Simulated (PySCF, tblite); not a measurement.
# C₅H₁₈Si₄: geometry, infrared bands and NMR shifts, part 2 of 2

tblite 0.8.0 and PySCF 2.14.0. Atoms count from 0. Earlier steps stand in the parts before.

## 5. Nuclear shieldings: PBE0/pcSseg-1

Job settings and geometry (Å):

```
{"job": {"kind": "nmr", "xc": "PBE0", "basis": "pcSseg-1"}, "charge": 0, "multiplicity": 1}
C     -3.344163     0.699573    -0.681878
C     -2.129836     1.019806     0.159776
C     -1.697051     0.031984     1.263850
C     -0.220587     0.305502     0.885883
Si     1.050892    -1.095166     0.830928
Si     0.135184    -2.996819    -0.195155
Si     2.869910    -0.352423    -0.454504
Si     3.451988     1.810948     0.236077
C     -0.725499     0.873921    -0.462915
H     -3.259279    -0.305144    -1.127743
H     -4.267018     0.722816    -0.080727
H     -3.463490     1.422090    -1.504885
H     -2.228334     2.028584     0.596170
H     -2.005636    -0.998278     1.016053
H     -2.004917     0.240905     2.299473
H      0.184681     1.121376     1.508876
H      1.539870    -1.459731     2.201339
H     -0.986958    -3.586328     0.601936
H     -0.398340    -2.630928    -1.545835
H      1.188063    -4.044272    -0.374521
H      4.045616    -1.269932    -0.319392
H      2.474327    -0.307239    -1.899782
H      2.282122     2.723336     0.034705
H      4.617289     2.359267    -0.524621
H      3.792134     1.804541     1.693379
H     -0.230403     1.776369    -0.853157
H     -0.723697     0.110470    -1.260318
```

Method: GIAO PBE0/pcSseg-1 NMR shielding, non-relativistic, gas phase.

Standard output:

```text
coarse grid: 23088 points
cycle   1  E = -1358.4104122530  dE =  2.761e-01  |g| = 3.884e-01  |ddm| = 4.539e+00
cycle   2  E = -1358.3937859135  dE =  1.663e-02  |g| = 4.672e-01  |ddm| = 8.339e-01
cycle   3  E = -1358.4515917675  dE = -5.781e-02  |g| = 5.735e-02  |ddm| = 5.424e-01
cycle   4  E = -1358.4522550079  dE = -6.632e-04  |g| = 2.413e-02  |ddm| = 8.239e-02
cycle   5  E = -1358.4523944624  dE = -1.395e-04  |g| = 5.444e-03  |ddm| = 2.741e-02
cycle   6  E = -1358.4524009813  dE = -6.519e-06  |g| = 1.454e-03  |ddm| = 6.507e-03
final grid: 200440 points
cycle   7  E = -1358.5047856297  dE = -4.347e-05  |g| = 8.169e-03  |ddm| = 3.847e-02
cycle   8  E = -1358.5047734555  dE =  1.217e-05  |g| = 1.061e-02  |ddm| = 1.883e-02
cycle   9  E = -1358.5048028158  dE = -2.936e-05  |g| = 7.304e-04  |ddm| = 1.111e-02
cycle  10  E = -1358.5048029207  dE = -1.049e-07  |g| = 2.497e-04  |ddm| = 9.578e-04
cycle  11  E = -1358.5048029359  dE = -1.524e-08  |g| = 5.305e-05  |ddm| = 2.622e-04
cycle  12  E = -1358.5048029365  dE = -5.930e-10  |g| = 2.060e-05  |ddm| = 9.075e-05
converged SCF energy = -1358.5048029365

GIAO shielding tensors (ppm)
atom      isotropic    diamagn.    paramagn.     s11        s22        s33       span
  0 C      161.401     244.555     -83.154    145.391    153.425    185.387     39.996
  1 C      150.011     255.464    -105.453    134.264    156.096    159.673     25.408
  2 C      147.280     252.069    -104.789    133.608    139.538    168.694     35.086
  3 C      171.458     254.429     -82.971    157.974    171.008    185.392     27.418
  4 Si     421.682     882.771    -461.089    376.119    408.500    480.427    104.308
  5 Si     462.535     881.024    -418.489    456.068    461.444    470.094     14.026
  6 Si     469.941     882.353    -412.413    460.664    472.850    476.308     15.643
  7 Si     457.536     880.455    -422.920    449.824    455.661    467.122     17.298
  8 C      150.531     249.812     -99.280    135.562    142.141    173.891     38.330
  9 H       30.456      29.581       0.875     26.031     30.834     34.504      8.474
 10 H       30.180      26.734       3.445     25.879     27.101     37.558     11.680
 11 H       30.158      27.790       2.367     25.939     27.232     37.302     11.364
 12 H       28.902      33.185      -4.283     24.876     28.864     32.965      8.090
 13 H       29.887      33.679      -3.791     26.183     31.168     32.311      6.128
 14 H       29.140      32.057      -2.917     25.817     26.226     35.378      9.561
 15 H       29.497      34.908      -5.412     25.187     29.727     33.575      8.388
 16 H       27.282      30.659      -3.377     24.407     24.619     32.820      8.412
 17 H       27.500      29.477      -1.977     23.726     25.707     33.067      9.341
 18 H       27.583      30.110      -2.527     24.496     26.538     31.714      7.218
 19 H       27.842      29.193      -1.351     24.076     25.820     33.631      9.555
 20 H       27.960      29.926      -1.965     23.832     25.803     34.247     10.415
 21 H       27.929      30.780      -2.851     24.596     26.765     32.427      7.831
 22 H       27.705      30.489      -2.785     23.418     28.010     31.687      8.269
 23 H       27.547      28.230      -0.683     23.884     24.800     33.957     10.072
 24 H       27.676      29.234      -1.558     24.275     25.901     32.852      8.578
 25 H       29.289      33.838      -4.549     24.988     28.381     34.498      9.509
 26 H       29.975      34.582      -4.608     27.207     31.288     31.429      4.222
```

It took 3.1 min on 1 thread of Arm Neoverse N1, shared host; peak memory 1.4 GiB.

The references, computed at this level on geometries of the same kind, shield at (ppm): ¹H TMS 31.27, ¹³C TMS 184.4, ²⁹Si TMS 352.0. Their shielding less the atom's gives the shift. The references are single molecules in the gas phase. Atoms listed in one row are averaged.

```csv
atoms,environment,σ (ppm),δ (ppm),δ scaled to CDCl3
C2,sp3 CH2 in a ring,147.3,37.1,35.5
C1,sp3 CH in a ring,150.0,34.4,32.9
C8,sp3 CH2 in a ring,150.5,33.9,32.4
C0,methyl carbon,161.4,23.0,21.8
C3,sp3 CH bonded to Si,171.5,13.0,12.1
H16,"hydrogen on a silicon bonded to C, 2 Si",27.28,3.98,–
"H17, H18, H19",hydrogen on a silicon bonded to Si,27.64,3.63,–
"H22, H23, H24",hydrogen on a silicon bonded to Si,27.64,3.62,–
H21,hydrogen on a silicon bonded to 2 Si,27.93,3.34,–
H20,hydrogen on a silicon bonded to 2 Si,27.96,3.31,–
H12,hydrogen on an sp3 CH in a ring,28.90,2.37,2.46
H14,hydrogen on an sp3 CH2 in a ring,29.14,2.13,2.23
H25,hydrogen on an sp3 CH2 in a ring,29.29,1.98,2.09
H15,hydrogen on an sp3 CH bonded to Si,29.50,1.77,1.89
H13,hydrogen on an sp3 CH2 in a ring,29.89,1.38,1.52
H26,hydrogen on an sp3 CH2 in a ring,29.97,1.29,1.44
"H9, H10, H11",hydrogen on a methyl carbon,30.26,1.00,1.17
Si4,"silicon bonded to C, 2 Si, H",421.7,-69.7,–
Si7,"silicon bonded to Si, 3 H",457.5,-105.5,–
Si5,"silicon bonded to Si, 3 H",462.5,-110.5,–
Si6,"silicon bonded to 2 Si, 2 H",469.9,-117.9,–
```

The scaled column applies a straight-line fit of computed shieldings to shifts measured in CDCl3 (root-mean-square error 0.21 ppm for H, 2.0 ppm for C).

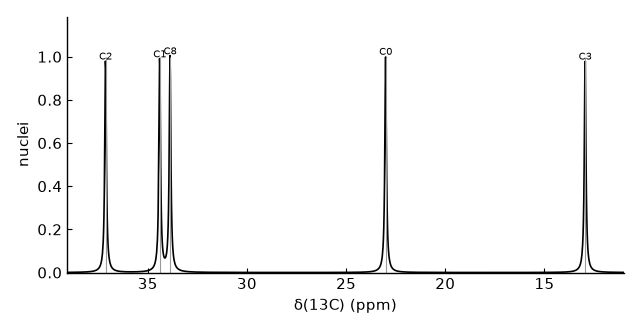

¹³C lines at the computed shifts, without couplings. Lines are broadened to a width of 0.10 ppm (Lorentzian).

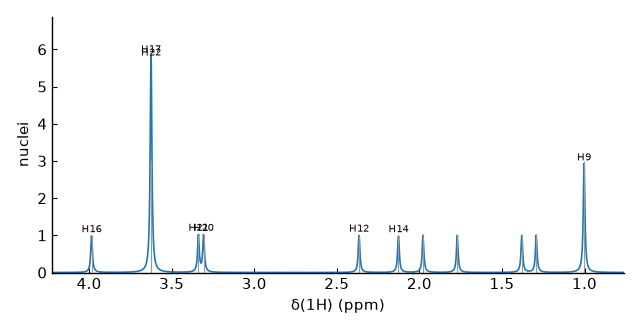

¹H lines at the computed shifts, without couplings. Lines are broadened to a width of 0.01 ppm (Lorentzian).

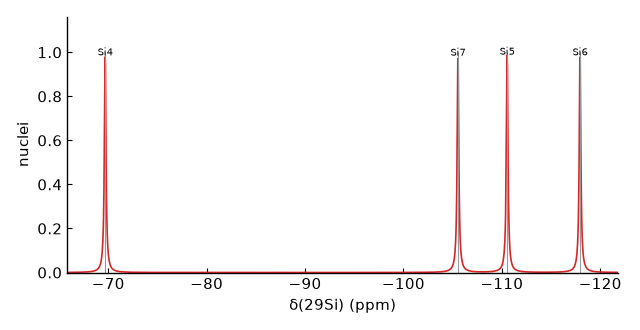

²⁹Si lines at the computed shifts, without couplings. Lines are broadened to a width of 0.19 ppm (Lorentzian).

The run also stored atomic charges by several schemes (e):

```csv
atoms,Mulliken,IAO,Hirshfeld,ESP fit
C0,-0.20,-0.41,-0.12,-0.59
C1,-0.36,-0.09,-0.02,0.41
C2,-0.09,-0.25,-0.07,-0.37
C3,-0.57,-0.36,-0.11,0.05
Si4,0.16,0.32,0.18,0.10
Si5,0.21,0.26,0.20,0.19
Si6,0.02,0.13,0.14,0.09
Si7,0.21,0.28,0.21,0.17
C8,-0.11,-0.25,-0.07,-0.40
```

ESP fit charges:

C0 -0.59; C1 0.41; C2 -0.37; C3 0.05; Si4 0.10; Si5 0.19; Si6 0.09; Si7 0.17; C8 -0.40; H9 0.15; H10 0.14; H11 0.14; H12 -0.01; H13 0.12; H14 0.09; H15 0.06; H16 -0.07; H17 -0.07; H18 -0.08; H19 -0.06; H20 -0.05; H21 -0.06; H22 -0.07; H23 -0.06; H24 -0.07; H25 0.10; H26 0.13

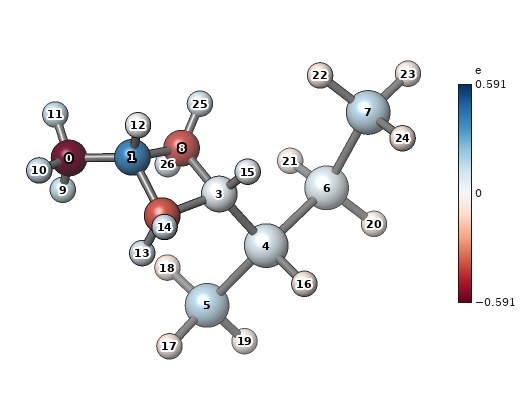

ESP fit charges, as colours on the atoms.

Mayer bond orders: C0–C1 1.05, C1–C2 0.99, C2–C3 1.00, C3–Si4 0.87, Si4–Si5 0.91, Si4–Si6 0.87, Si6–Si7 0.90, C3–C8 1.00, C8–C1 0.99.

Ring of atoms C1, C2, C3, C8: NICS(0) -1.7, NICS(1) -1.4, NICS(1)zz 4.0 ppm (means of both faces).

The fields below are evaluated on a grid from the run's orbitals.

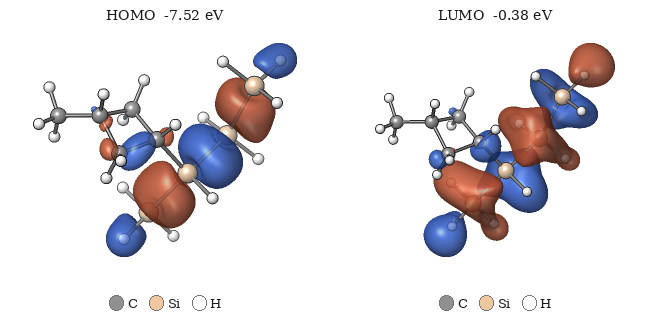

PBE0/pcSseg-1 orbitals near the gap, drawn at the value that encloses 70 % of each; the two colours are the two signs.

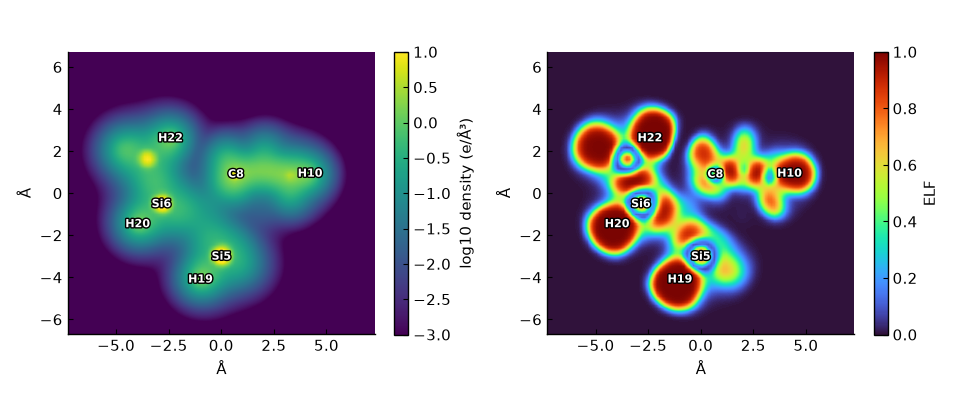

Density (left) and ELF (right) in a plane through or near 7 of the atoms.

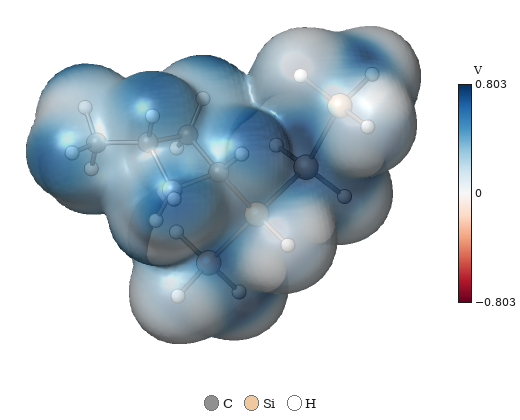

The potential that a unit positive charge feels on the 0.002 e/bohr³ surface, from -0.02 to 0.80 V.

## 6. NMR shieldings: CAM-B3LYP/pcSseg-1

The job, as its differences from that of step 5:

```diff
@@ -1,2 +1,2 @@
-{"job": {"kind": "nmr", "xc": "PBE0", "basis": "pcSseg-1"}, "charge": 0, "multiplicity": 1}
+{"job": {"kind": "nmr", "xc": "CAM-B3LYP", "basis": "pcSseg-1", "pop": false}, "charge": 0, "multiplicity": 1}
 C     -3.344163     0.699573    -0.681878
```

Method: GIAO CAM-B3LYP/pcSseg-1 NMR shielding, non-relativistic, gas phase.

Standard output:

```text
coarse grid: 23088 points
cycle   1  E = -1359.0370932779  dE =  4.373e-01  |g| = 3.348e-01  |ddm| = 4.506e+00
cycle   2  E = -1359.0559538341  dE = -1.886e-02  |g| = 2.591e-01  |ddm| = 5.553e-01
cycle   3  E = -1359.0726954274  dE = -1.674e-02  |g| = 5.387e-02  |ddm| = 2.951e-01
cycle   4  E = -1359.0734312879  dE = -7.359e-04  |g| = 2.008e-02  |ddm| = 7.477e-02
cycle   5  E = -1359.0735240866  dE = -9.280e-05  |g| = 3.479e-03  |ddm| = 2.374e-02
cycle   6  E = -1359.0735271821  dE = -3.096e-06  |g| = 8.372e-04  |ddm| = 4.074e-03
final grid: 200440 points
cycle   7  E = -1359.1341917626  dE = -2.851e-05  |g| = 4.017e-03  |ddm| = 1.972e-02
cycle   8  E = -1359.1341922382  dE = -4.756e-07  |g| = 3.822e-03  |ddm| = 7.424e-03
cycle   9  E = -1359.1341958542  dE = -3.616e-06  |g| = 3.170e-04  |ddm| = 3.532e-03
cycle  10  E = -1359.1341958748  dE = -2.067e-08  |g| = 1.367e-04  |ddm| = 5.049e-04
cycle  11  E = -1359.1341958793  dE = -4.510e-09  |g| = 3.249e-05  |ddm| = 1.694e-04
cycle  12  E = -1359.1341958796  dE = -2.615e-10  |g| = 6.215e-06  |ddm| = 4.519e-05
converged SCF energy = -1359.1341958796

GIAO shielding tensors (ppm)
atom      isotropic    diamagn.    paramagn.     s11        s22        s33       span
  0 C      159.521     243.498     -83.977    143.257    151.535    183.770     40.513
  1 C      148.358     254.751    -106.394    133.062    154.262    157.749     24.687
  2 C      146.179     252.000    -105.821    132.511    138.729    167.298     34.787
  3 C      170.031     255.049     -85.019    157.217    168.985    183.889     26.672
  4 Si     410.415     882.862    -472.447    365.270    396.977    468.999    103.729
  5 Si     453.831     880.825    -426.994    446.655    452.821    462.017     15.362
  6 Si     459.139     882.226    -423.088    449.674    461.662    466.080     16.407
  7 Si     449.581     880.170    -430.588    441.916    446.866    459.962     18.046
  8 C      149.055     250.063    -101.009    134.311    140.518    172.335     38.024
  9 H       30.513      29.963       0.550     26.136     30.871     34.533      8.397
 10 H       30.229      26.628       3.601     25.991     27.210     37.487     11.497
 11 H       30.209      27.852       2.358     26.044     27.344     37.239     11.195
 12 H       29.023      33.064      -4.041     25.028     28.963     33.076      8.047
 13 H       30.022      34.180      -4.158     26.363     31.203     32.500      6.137
 14 H       29.253      32.031      -2.777     25.970     26.362     35.428      9.458
 15 H       29.703      35.388      -5.686     25.488     29.824     33.796      8.308
 16 H       27.513      30.680      -3.167     24.698     24.895     32.945      8.248
 17 H       27.669      29.693      -2.024     23.966     25.961     33.081      9.115
 18 H       27.744      30.646      -2.903     24.692     26.767     31.772      7.079
 19 H       27.997      29.187      -1.190     24.300     25.995     33.695      9.395
 20 H       28.149      29.687      -1.538     24.153     26.015     34.279     10.125
 21 H       28.126      31.262      -3.136     24.883     26.989     32.506      7.623
 22 H       27.868      31.040      -3.172     23.652     28.191     31.760      8.108
 23 H       27.713      28.110      -0.397     24.126     25.024     33.990      9.864
 24 H       27.841      29.371      -1.530     24.507     26.112     32.904      8.398
 25 H       29.391      34.262      -4.871     25.167     28.441     34.565      9.399
 26 H       30.104      35.432      -5.327     27.360     31.381     31.572      4.212
```

It took 3.3 min on 1 thread of Arm Neoverse N1, shared host; peak memory 1.6 GiB.

This run: δ C2 36.3, C1 34.1, C8 33.4, C0 22.9, H16 3.82, H17 3.52 ppm (means over like atoms).

## 7. Comparing the runs: NMR shifts

Shifts (ppm) of some atoms, chosen among heavy atoms and hydrogens apart, with basis size and wall time:

```csv
run,C2,C3,H16,H15,Si4,Si7,Si6,functions,time
PBE0/pcSseg-1,37.1,13.0,3.98,1.77,-69.7,-105.5,-117.9,271,3.1 min
CAM-B3LYP/pcSseg-1,36.3,12.4,3.82,1.63,-67.0,-106.2,-115.7,271,3.3 min
```

## 8. Outcome

What follows sums up all 2 parts.

| quantity | value |
| --- | --- |
| strongest single infrared mode (GFN2-xTB) | 781 cm⁻¹, 1101 km/mol |
| zero-point energy (GFN2-xTB) | 125.5 kcal/mol |
| point group | C1 |
| rotational constants (main isotopes) | 0.92, 0.51, 0.37 GHz |
| ¹³C shifts against TMS (PBE0/pcSseg-1) | 37.1, 34.4, 33.9, 23.0, 13.0 ppm |
| ¹H shifts against TMS (PBE0/pcSseg-1, means over atoms taken as alike) | 3.98, 3.63, 3.62, 3.34, 3.31, 2.37, 2.13, 1.98, 1.77, 1.38, 1.29, 1.00 ppm |
| ²⁹Si shifts against TMS (PBE0/pcSseg-1) | -69.7, -105.5, -110.5, -117.9 ppm |
| surface potential, least and greatest | -0.02 V and 0.80 V |
| range of the shift of Si4 | -69.7 to -67.0 ppm |

**Reading.** The optimisation took 196 steps and gained 1.165 eV; among the close pairs (by a distance rule), Si4–Si5 changed most, from 2.222 to 2.326 Å (GFN2-xTB). The lowest mode is slightly imaginary (1i cm⁻¹), a soft motion within the noise of the Hessian, so the minimum is not strictly shown. The strongest single mode, at 781 cm⁻¹, is spread over several atoms, H24, H23, H22, H17 among them. Unscaled tight-binding wavenumbers are off by several per cent, some by more. Its intensities can rank the bands wrongly. Relaxing lowered the energy by 0.422 eV in 21 steps; the close pair that moved most is Si5–H19, from 1.449 to 1.496 Å (PBE0/def2-SVP). At PBE0/pcSseg-1: The largest span, 104 ppm, is at Si4, where the paramagnetic term is -461 ppm. By nearest atom (PBE0/pcSseg-1), the HOMO sits on Si4, Si6 about 23 % each; Si5, Si7 about 11 % each and the LUMO on Si4, Si6 about 14 % each; H17, H23 about 9 % each. Across the 2 runs the shift of Si4 moves most, between -69.7 (PBE0/pcSseg-1) and -67.0 ppm (CAM-B3LYP/pcSseg-1).
